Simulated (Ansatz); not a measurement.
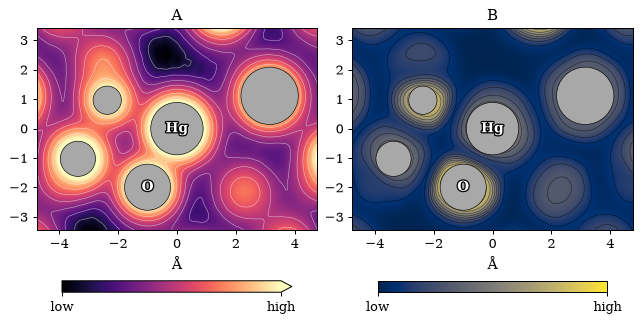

Hg$_{3}$O$_{2}$: 2 fields on the (111) plane of the conventional cell, with unlabelled colour scales. Grey discs cover the atomic cores.

Space group P-3m1; started from the A-type sesquioxide_164 prototype, which need not be the ambient phase.

All numbers below come from Ansatz, DFT PBE, scalar-relativistic, plane waves, PAW.

Match the panels to the quantities (electron localisation function and valence pseudo-density).

Panel A: valence pseudo-density. Panel B: electron localisation function. From the grid: Hg–O (2.23 Å): the density is about 0.57 e/Å³ at the midpoint; the ELF peaks at about 0.80 in the valence shell of O, 0.6 Å from its nucleus, and drops to about 0.15 between the two atoms; no localised pair shows between them.
